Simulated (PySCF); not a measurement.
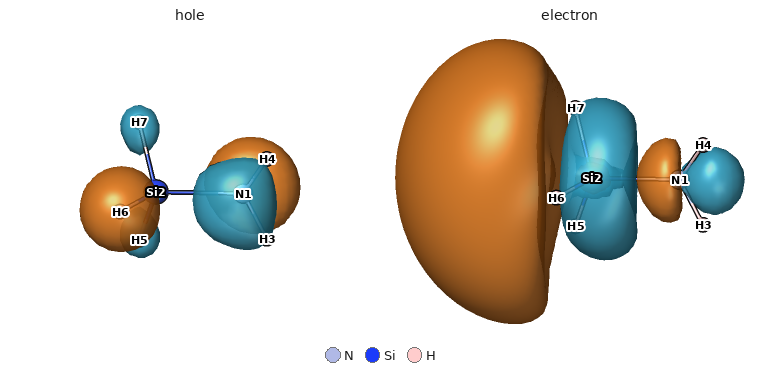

*H5NSi, SMILES `N[SiH3]`. Leading natural transition orbital pair of S₂ (full linear response singlet states); the surfaces enclose about 70 % of each orbital's density.*

Method: M06-2X/def2-SVPD; geometry: GFN2-xTB; program: PySCF. No frequency check shows the geometry to be a minimum.

Input script:

```python
import numpy as np
from pyscf import gto, scf, dft, tdscf
from pyscf.scf import atom_ks, atom_hf
from scipy.linalg import block_diag

def solve(mol, dm0=None, hcore=None):
    mf = (dft.UKS if mol.spin else dft.RKS)(mol, xc='m062x')
    mf.grids.level = 3
    mf = mf.density_fit(auxbasis='def2-universal-jkfit')
    mf.conv_tol, mf.max_cycle = 1e-8, 80
    if hcore is not None:
        mf.get_hcore = lambda *args: hcore
    mf.kernel(dm0)
    if not mf.converged:
        mf = mf.newton().run(mf.mo_coeff, mf.mo_occ, max_cycle=30)
    assert mf.converged, 'SCF not converged'
    return mf

mol = gto.M(atom='''
N     -1.14068     0.00027     0.06824
Si     0.58077     0.00045    -0.00224
H     -1.63654    -0.82465    -0.22978
H     -1.63749     0.82023    -0.24043
H      0.98684    -1.21489     0.69846
H      1.15578    -0.01441    -1.35724
H      0.98542     1.22552     0.68265
''', basis='def2-svpd', charge=0, spin=0, verbose=4)
mf = solve(mol)
td = mf.TDDFT()
td.nstates, td.singlet, td.conv_tol = 4, True, 1e-5
td.kernel()
td.analyze()
x, y = np.array([p[0] for p in td.xy]), np.array([p[1] + 0 * p[0] for p in td.xy])
f, mu = td.oscillator_strength(), td.transition_dipole()
nto = [td.get_nto(state=i + 1, verbose=4) for i in range(len(td.e))]
# spherically averaged free atoms, for the promolecule
atm = atom_ks.get_atm_nrks(mol, xc='m062x')
pro = block_diag(*[(atm[a[0]][2] * atm[a[0]][3]) @ atm[a[0]][2].T for a in mol._atom])
np.savez('result.npz', e=td.e, f=f, ok=td.converged, w=[n[0] for n in nto], nto=[n[1] for n in nto], x=x, y=y, c=mf.mo_coeff, occ=mf.mo_occ, eps=mf.mo_energy, pro=pro, mu=mu)
```

Command:

```sh
OMP_NUM_THREADS=1 python input.py
```

The run took 3.7 min on 1 thread of Intel(R) Xeon(R) 6975P-C (Granite Rapids), with other jobs on the host, peak memory 0.65 GiB.

Where does the state lie, and where do hole and electron sit?

Answer. 7.70 eV (161 nm), f = 0.022, diffuse (Rydberg-like) orbital; the leading pair carries 99 %; hole on N1 (52 %), Si2 (17 %) and H6 (15 %), electron on Si2 (52 %), H6 (14 %) and H5 and H7 (11 % each) (atom shares of so diffuse an orbital are rough); their centroids lie 2.1 Å apart. In canonical orbitals it is mainly HOMO → LUMO+1 (84 %). The HOMO–LUMO gap is 9.50 eV.
